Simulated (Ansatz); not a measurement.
# Geometry relaxation of C2H7Al (part 1 of 2)

C2H7Al, computed with RHF/def2-SVP (Ansatz 0.2.0).

The input holds or restrains some coordinates. Forces given for the steps count only the free coordinates. It belongs to a series of runs on one base structure; here: pulled along the bonds that form and break, towards end B. Figures and captions count atoms from 1; the log counts them from 0 in places.

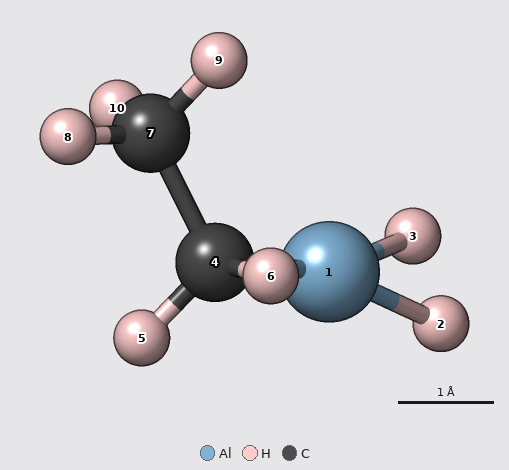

**Figure 1.** The input geometry (ball-and-stick view, seen at a tilt; atoms are numbered from 1 in the order of the input). Sticks mark near contacts. Bond lengths as drawn: Al–C 1.97 Å, Al–H 1.76 Å, C–C 1.52 Å and C–H 1.11 Å.

Results in brief:

- outcome: converged under the restraints of the input
- total energy: −8748.9405 eV
- mean-field energy: −8748.9405 eV
- largest force (length of the vector) at the end, held atoms and coordinates included: 1.534 eV/Å
- hardware: 1 thread of Arm Neoverse V2, 24 GiB of memory available, shared host
- wall time: 17 s
- peak memory: 0.13 GiB

The input:
```yaml
crystal:
  periodic: [false, false, false]
  atoms:
    - { symbol: Al, position_ang: [0.0, 0.0, 0.0] }
    - { symbol: H, position_ang: [1.2076, 0.0, 1.2804] }
    - { symbol: H, position_ang: [1.7126, 0.0, 0.4057] }
    - { symbol: C, position_ang: [-1.706, 0.0, -0.985] }
    - { symbol: H, position_ang: [-2.2662, -0.9305, -0.7558] }
    - { symbol: H, position_ang: [-2.3102, 0.8797, -0.6796] }
    - { symbol: C, position_ang: [-1.4298, 0.0696, -2.4781] }
    - { symbol: H, position_ang: [-2.3466, -0.2101, -3.0379] }
    - { symbol: H, position_ang: [-1.1306, 1.1028, -2.7518] }
    - { symbol: H, position_ang: [-0.6104, -0.6331, -2.7365] }
basis:
  gaussian: { orbitals: def2-SVP }
hamiltonian:
  xc: hf
relax:
  f_tol: 0.15
  max_steps: 25
  restrain:
    - { distance: [1, 2], at: 0.66, k: 30.0 }
    - { distance: [0, 1], at: 2.76, k: 30.0 }
    - { distance: [0, 2], at: 2.76, k: 30.0 }
output:
  orbitals: {}
```

Launched with:
```bash
ansatz run input.yaml --threads 1 --pin off --max-ram 2048MiB --backend cpu --events-out ev --progress --plain --runs-dir out
```

Log:
```
The last accepted step is kept in [file] (removed where the run ends without a failure and the disk answers)
Engine: ansatz 0.2.0, aarch64-unknown-linux-gnu
Functional definition: HF
  exchange = exact_x
  correlation = 0
884 factors; integrals over basis functions are off by at most 4.2e-4 eV
mean field evaluation 1: about -8739.9784 eV, gradient 3.3e1 eV
mean field evaluation 2: about -8739.9797 eV, gradient 3.3e1 eV
mean field evaluation 4: about -8743.5943 eV, gradient 3.4e0 eV
mean field evaluation 8: about -8743.4444 eV, gradient 2.0e0 eV
mean field evaluation 16: about -8745.4805 eV, gradient 7.7e-3 eV
mean field -8745.48046778 eV, -321.3904792912 hartree, gradient 1.7e-5 eV, S^2 0.000000; 0 other end points of the search recorded, 0 dependent functions left out
the calculation of the forces begins
reference -8745.48046778 eV, -321.3904792912 hartree; 16, 16 occupied and 65, 65 virtual orbitals, 884 factors
relax step   1: F+E_penalty+E_count = -8745.48046778 eV  Δ(F+E_penalty+E_count) = +0.000e0 eV  max|allowed force component| = 3.179e0 eV/Å  E_restraint = 31.83666593 eV  max|allowed force component, restraints' pulls added| = 4.672e1 eV/Å  Δτ_max = 0.0000 Å  (61 SCF iters, accepted)
  distance H 1 - H 2 = 1.0100 Å
  distance Al 0 - H 1 = 1.7600 Å
  distance Al 0 - H 2 = 1.7600 Å
these checks for a lower state are left out or cut short: starts, cluster_reference, orbital_swaps, neighbouring_geometries, increment
884 factors; integrals over basis functions are off by at most 5.5e-4 eV
mean field evaluation 32: about -8743.9033 eV, gradient 8.1e-4 eV
mean field -8743.90330457 eV, -321.3325196126 hartree, gradient 9.1e-6 eV, S^2 0.000000; 0 other end points of the search recorded, 0 dependent functions left out
[... from here on the field's lines of each further geometry are left out, up to the last ...]
relax step   2: F+E_penalty+E_count = -8743.90330457 eV  Δ(F+E_penalty+E_count) = +1.577e0 eV  max|allowed force component| = 7.759e0 eV/Å  E_restraint = 16.61055857 eV  max|allowed force component, restraints' pulls added| = 2.787e1 eV/Å  Δτ_max = 0.1952 Å  (52 SCF iters, accepted)
relax step   3: F+E_penalty+E_count = -8745.96101419 eV  Δ(F+E_penalty+E_count) = -2.058e0 eV  max|allowed force component| = 6.248e0 eV/Å  E_restraint = 5.17780858 eV  max|allowed force component, restraints' pulls added| = 1.429e1 eV/Å  Δτ_max = 0.1949 Å  (35 SCF iters, accepted)
relax step   4: F+E_penalty+E_count = -8746.19507372 eV  Δ(F+E_penalty+E_count) = -2.341e-1 eV  max|allowed force component| = 8.180e0 eV/Å  E_restraint = 0.51566506 eV  max|allowed force component, restraints' pulls added| = 6.586e0 eV/Å  Δτ_max = 0.1951 Å  (27 SCF iters, accepted)
relax step   5: F+E_penalty+E_count = -8747.79618344 eV  Δ(F+E_penalty+E_count) = -1.601e0 eV  max|allowed force component| = 2.185e0 eV/Å  E_restraint = 0.06133335 eV  max|allowed force component, restraints' pulls added| = 1.341e0 eV/Å  Δτ_max = 0.1948 Å  (28 SCF iters, accepted)
relax step   6: F+E_penalty+E_count = -8748.44050073 eV  Δ(F+E_penalty+E_count) = -6.443e-1 eV  max|allowed force component| = 1.204e0 eV/Å  E_restraint = 0.05691440 eV  max|allowed force component, restraints' pulls added| = 9.041e-1 eV/Å  Δτ_max = 0.1946 Å  (27 SCF iters, accepted)
relax step   7: F+E_penalty+E_count = -8748.53200646 eV  Δ(F+E_penalty+E_count) = -9.151e-2 eV  max|allowed force component| = 1.500e0 eV/Å  E_restraint = 0.05047659 eV  max|allowed force component, restraints' pulls added| = 3.511e-1 eV/Å  Δτ_max = 0.1602 Å  (28 SCF iters, accepted)
relax step   8: F+E_penalty+E_count = -8748.54480379 eV  Δ(F+E_penalty+E_count) = -1.280e-2 eV  max|allowed force component| = 1.586e0 eV/Å  E_restraint = 0.04593139 eV  max|allowed force component, restraints' pulls added| = 1.695e-1 eV/Å  Δτ_max = 0.0740 Å  (24 SCF iters, accepted)
relax step   9: F+E_penalty+E_count = -8748.57777223 eV  Δ(F+E_penalty+E_count) = -3.297e-2 eV  max|allowed force component| = 1.547e0 eV/Å  E_restraint = 0.05534771 eV  max|allowed force component, restraints' pulls added| = 5.009e-1 eV/Å  Δτ_max = 0.2000 Å  (28 SCF iters, accepted)
relax step  10: F+E_penalty+E_count = -8748.62531084 eV  Δ(F+E_penalty+E_count) = -4.754e-2 eV  max|allowed force component| = 1.329e0 eV/Å  E_restraint = 0.09698188 eV  max|allowed force component, restraints' pulls added| = 1.476e0 eV/Å  Δτ_max = 0.1946 Å  (29 SCF iters, accepted)
relax step  11: F+E_penalty+E_count = -8748.65019931 eV  Δ(F+E_penalty+E_count) = -2.489e-2 eV  max|allowed force component| = 1.379e0 eV/Å  E_restraint = 0.05750962 eV  max|allowed force component, restraints' pulls added| = 5.112e-1 eV/Å  Δτ_max = 0.2000 Å  (26 SCF iters, accepted)
relax step  12: F+E_penalty+E_count = -8748.69711839 eV  Δ(F+E_penalty+E_count) = -4.692e-2 eV  max|allowed force component| = 1.367e0 eV/Å  E_restraint = 0.05508734 eV  max|allowed force component, restraints' pulls added| = 4.710e-1 eV/Å  Δτ_max = 0.2000 Å  (24 SCF iters, accepted)
relax step  13: F+E_penalty+E_count = -8748.74539456 eV  Δ(F+E_penalty+E_count) = -4.828e-2 eV  max|allowed force component| = 1.435e0 eV/Å  E_restraint = 0.05095627 eV  max|allowed force component, restraints' pulls added| = 3.485e-1 eV/Å  Δτ_max = 0.2000 Å  (24 SCF iters, accepted)
relax step  14: F+E_penalty+E_count = -8748.78985124 eV  Δ(F+E_penalty+E_count) = -4.446e-2 eV  max|allowed force component| = 1.402e0 eV/Å  E_restraint = 0.04809340 eV  max|allowed force component, restraints' pulls added| = 4.333e-1 eV/Å  Δτ_max = 0.1924 Å  (23 SCF iters, accepted)
relax step  15: F+E_penalty+E_count = -8748.85603140 eV  Δ(F+E_penalty+E_count) = -6.618e-2 eV  max|allowed force component| = 1.199e0 eV/Å  E_restraint = 0.10920923 eV  max|allowed force component, restraints' pulls added| = 2.041e0 eV/Å  Δτ_max = 0.1971 Å  (24 SCF iters, accepted)
relax step  16: F+E_penalty+E_count = -8748.88114045 eV  Δ(F+E_penalty+E_count) = -2.511e-2 eV  max|allowed force component| = 1.462e0 eV/Å  E_restraint = 0.05616118 eV  max|allowed force component, restraints' pulls added| = 7.868e-1 eV/Å  Δτ_max = 0.2000 Å  (24 SCF iters, accepted)
relax step  17: F+E_penalty+E_count = -8748.91358211 eV  Δ(F+E_penalty+E_count) = -3.244e-2 eV  max|allowed force component| = 1.477e0 eV/Å  E_restraint = 0.04881991 eV  max|allowed force component, restraints' pulls added| = 4.583e-1 eV/Å  Δτ_max = 0.1999 Å  (23 SCF iters, accepted)
relax step  18: F+E_penalty+E_count = -8748.93611359 eV  Δ(F+E_penalty+E_count) = -2.253e-2 eV  max|allowed force component| = 1.460e0 eV/Å  E_restraint = 0.04405897 eV  max|allowed force component, restraints' pulls added| = 1.956e-1 eV/Å  Δτ_max = 0.1999 Å  (23 SCF iters, accepted)
the calculation of the forces begins
reference -8748.94052435 eV, -321.5176340248 hartree; 16, 16 occupied and 65, 65 virtual orbitals, 884 factors
relax step  19: F+E_penalty+E_count = -8748.94052435 eV  Δ(F+E_penalty+E_count) = -4.411e-3 eV  max|allowed force component| = 1.456e0 eV/Å  E_restraint = 0.03946451 eV  max|allowed force component, restraints' pulls added| = 6.992e-2 eV/Å  Δτ_max = 0.1707 Å  (23 SCF iters, accepted)
  distance H 1 - H 2 = 0.7110 Å
  distance Al 0 - H 1 = 2.7650 Å
  distance Al 0 - H 2 = 2.7628 Å
```

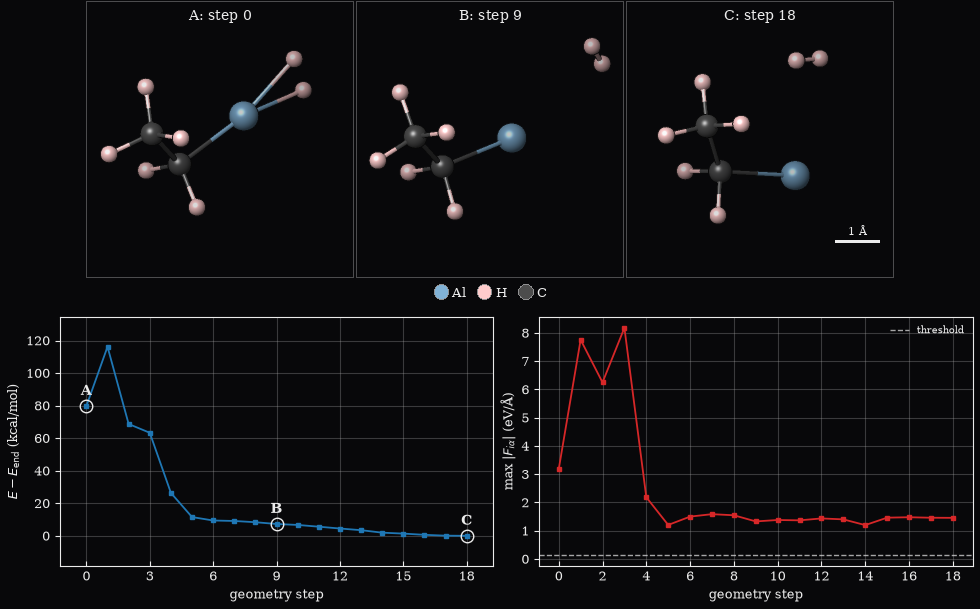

**Figure 2.** Frames of the restrained relaxation (ball-and-stick view, seen at a tilt) above the curves, on which the letters mark them (the first geometry is step 0 here and step 1 in the log).

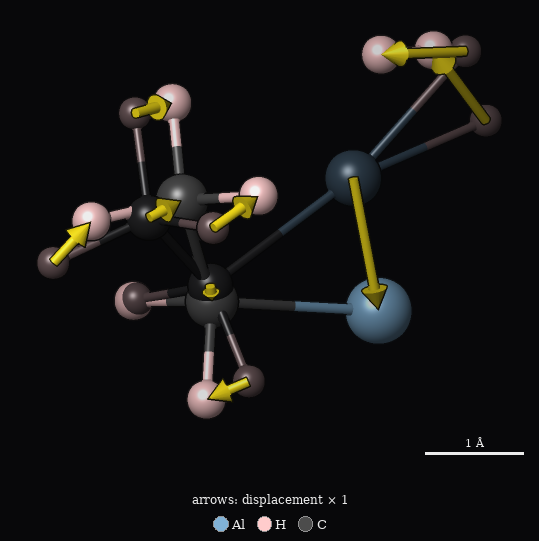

**Figure 3.** Start (faint) and end (solid) with the displacements as yellow arrows, at true length (ball-and-stick view, seen at a tilt). The two geometries are laid on each other by the best rigid fit. The energy falls by 79.8 kcal/mol in 18 geometry steps. Largest force component: 3.2 eV/Å at the start, 1.5 eV/Å at the end. The largest move after the best rigid fit is that of Al1, 1.47 Å. By element the largest moves are Al 1.47 Å, H 1.24 Å, C 0.44 Å. Among the contacts that change: Al1–H2 1.760 → 2.765 Å, Al1–H3 1.760 → 2.763 Å, H2–H3 1.010 → 0.711 Å, Al1–C4 1.970 → 2.018 Å. New bonds form: H2–H3 (1.01 → 0.71 Å). Bonds break: Al1–H2 (1.76 → 2.77 Å), Al1–H3 (1.76 → 2.76 Å). Among the angles that change: Al1–C4–C7 109.5° → 124.9°, Al1–C4–H6 109.5° → 102.3°, H5–C4–H6 109.4° → 104.2°. (Atoms are counted from 1 in the order of the input.)

```
884 factors; integrals over basis functions are off by at most 3.4e-4 eV
mean field -8748.94052435 eV, -321.5176340248 hartree, gradient 2.8e-5 eV, S^2 0.000000; 1 other end points of the search recorded, 0 dependent functions left out
the calculation of the forces begins
reference -8748.94052435 eV, -321.5176340248 hartree; 16, 16 occupied and 65, 65 virtual orbitals, 884 factors
Total energy: -8748.94052435 eV, -321.5176340248 hartree
Atom 0 at    -1.126635     0.362545     0.956637 Å, force    -0.225862     0.047690     0.085437 eV/Å
Atom 1 at     1.494992    -0.079118     0.196781 Å, force     0.707001     0.013168     1.356506 eV/Å
Atom 2 at     1.206258    -0.089006    -0.452845 Å, force    -0.480750    -0.059824    -1.455681 eV/Å
Atom 3 at    -1.852377    -0.029075    -0.885448 Å, force     0.002640    -0.012551     0.019920 eV/Å
Atom 4 at    -2.275828    -1.044091    -0.822083 Å, force    -0.018158    -0.007424     0.011047 eV/Å
Atom 5 at    -2.736239     0.629496    -0.934021 Å, force    -0.003508    -0.003843     0.013439 eV/Å
Atom 6 at    -1.056415     0.106208    -2.189807 Å, force    -0.012809     0.017869    -0.007742 eV/Å
```
